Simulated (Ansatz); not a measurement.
```xyz
8

Mg    0.0184    0.3408   -1.3031
Mg    3.0514    0.3349   -0.9451
Mg   -3.0514   -0.3344    0.9454
Mg   -0.0184   -0.3408    1.3031
O     1.5999    0.9040   -2.1939
O     1.4404   -0.0767    0.0952
O    -1.5999   -0.9047    2.1936
O    -1.4404    0.0769   -0.0952
```

Geometry: PBE-D4/def2-SVP.

These are results of UKS PBE0-D4/def2-TZVP (Ansatz 0.2.0), not measurements.

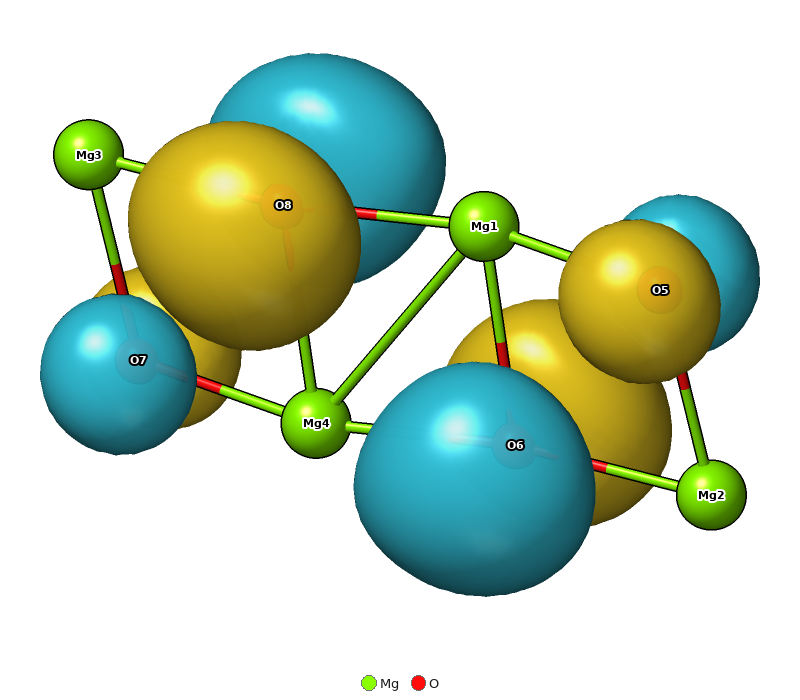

Mg$_{4}$O$_{4}$ (quintet). The HOMO (β) at ±0.08 Å⁻³ᐟ² (yellow and cyan are the two phases), seen at a tilt.

Describe this orbital and give its energy.

Answer. It lies mainly on O6 (about 35 %), O8 (about 35 %), O5 (about 10 %) and O7 (about 10 %); it is gerade (even under inversion); largely a combination of lone pairs on O6, O8, O5 and O7. Its energy is −7.60 eV.
